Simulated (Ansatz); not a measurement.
## What a change does: single-point calculation on CW

System: CW, charge +1, multiplicity 2, SMILES [C]#[W+].
Method of run 1: UKS r2SCAN-D4/def2-TZVPP (Ansatz 0.2.0).

The geometry comes from this level: PBE0-D4/def2-TZVPP. Text and figures count atoms from 1; the logs count them from 0 in places.

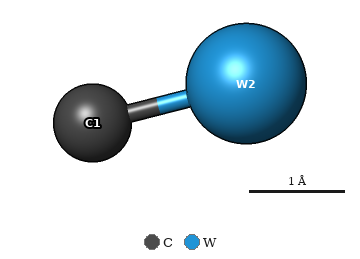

**Figure 1.** The input geometry (ball-and-stick view, seen at an oblique angle; atoms are numbered from 1 in the order of the input). Sticks mark near contacts.

Input, run 1:
```yaml
crystal:
  periodic: [false, false, false]
  atoms:
    - { symbol: C, position_ang: [0.0, 0.0, 0.14085837] }
    - { symbol: W, position_ang: [0.0, 0.0, 1.82136163] }
magnetization:
  spin_polarized: true
  initial_magnetization: 1
total_charge: 1
basis:
  gaussian: { orbitals: def2-TZVPP }
hamiltonian:
  xc: r2scan
  dispersion: d4
```

Launched with:
```bash
ansatz run input.yaml --threads 2 --pin off --max-ram 5120MiB --backend cpu --events-out ev --progress --plain --runs-dir out
```

Hardware: 2 threads of Oxide Virtual Turin-like (Zen 5), 32 GiB of memory available, shared host.

Output (run 1):
```
Engine: ansatz 0.2.0, x86_64-unknown-linux-gnu
Functional definition: r2SCAN
  parameter k0 = 0.174
  parameter k1 = 0.065
  parameter a1 = 4.9479
  exchange = r2scan_x(k0 = k0, k1 = k1, a1 = a1)
  correlation = r2scan_c
515 factors; their error is unknown
mean field evaluation 1: about -2819.6736 eV, gradient 8.3e1 eV
mean field evaluation 2: about -2674.6854 eV, gradient 1.4e2 eV
mean field evaluation 4: about -2846.3511 eV, gradient 2.2e1 eV
mean field evaluation 8: about -2848.8096 eV, gradient 9.4e-1 eV
mean field evaluation 16: about -2848.8218 eV, gradient 4.1e-3 eV
mean field evaluation 32: about -2654.7259 eV, gradient 1.8e2 eV
mean field evaluation 64: about -2848.8218 eV, gradient 7.0e-5 eV
mean field evaluation 96: about -2805.3097 eV, gradient 8.2e1 eV
mean field evaluation 128: about -2848.8207 eV, gradient 2.4e-1 eV
mean field evaluation 160: about -2848.8218 eV, gradient 4.1e-4 eV
mean field evaluation 192: about -2848.4379 eV, gradient 3.3e-3 eV
mean field evaluation 224: about -2847.7688 eV, gradient 8.4e0 eV
mean field -2848.82175852 eV, -104.6922686248 hartree, gradient 1.0e-5 eV, S^2 1.567105; 16 other end points of the search recorded, 0 dependent functions left out
reference -2848.82177244 eV, -104.6922691364 hartree; 10, 9 occupied and 77, 78 virtual orbitals, 515 factors
Total energy: -2848.82674041 eV, -104.6924517060 hartree
```

Run 2 used a changed input.

The two runs side by side:

| quantity | run 1 | run 2 |
| --- | --- | --- |
| outcome | converged | converged |
| total energy (hartree) | −104.692452 | −104.671312 |
| ⟨S²⟩ | 1.567 | 1.335 |
| basis functions | 87 | 87 |
| wall time (shared host) | 20 s | 8.8 s |

What was changed in the input?

The change (lines with − go, lines with + come):
```diff
-  xc: r2scan
+  xc: pbe
```

The total energies belong to different methods, so their difference says nothing on which is more stable or more accurate. The functional changes from r2SCAN to PBE. On the same kind of shared host run 2 took about 0.43 times as long.

Output (run 2):
```
Engine: ansatz 0.2.0, x86_64-unknown-linux-gnu
Functional definition: PBE
  parameter kappa = 0.804
  parameter beta = 0.06672455060314922
  exchange = pbe_x(kappa = kappa, mu = beta*pi^2/3)
  correlation = pbe_c(beta = beta)
515 factors; their error is unknown
mean field evaluation 1: about -2813.5062 eV, gradient 9.1e1 eV
mean field evaluation 2: about -2656.1912 eV, gradient 1.4e2 eV
mean field evaluation 4: about -2842.5964 eV, gradient 3.5e1 eV
mean field evaluation 8: about -2848.1448 eV, gradient 1.7e0 eV
mean field evaluation 16: about -2848.2236 eV, gradient 3.8e-3 eV
mean field evaluation 32: about -2770.7628 eV, gradient 9.9e1 eV
mean field evaluation 64: about -2847.1746 eV, gradient 1.3e1 eV
mean field evaluation 96: about -2848.2236 eV, gradient 2.0e-4 eV
mean field evaluation 128: about -2847.2951 eV, gradient 1.4e1 eV
mean field evaluation 160: about -2845.2064 eV, gradient 1.8e1 eV
mean field evaluation 192: about -2848.2234 eV, gradient 1.2e-1 eV
mean field evaluation 224: about -2847.0395 eV, gradient 2.6e0 eV
mean field -2848.22357887 eV, -104.6702859281 hartree, gradient 1.6e-5 eV, S^2 1.334778; 13 other end points of the search recorded, 0 dependent functions left out
reference -2848.22361488 eV, -104.6702872515 hartree; 10, 9 occupied and 77, 78 virtual orbitals, 515 factors
Total energy: -2848.25149928 eV, -104.6713119844 hartree
```

For run 1: ⟨S²⟩ is 1.57 against 0.75 for a pure state: the solution is spin-contaminated. For run 2: ⟨S²⟩ is 1.33 against 0.75 for a pure state: the solution is spin-contaminated.
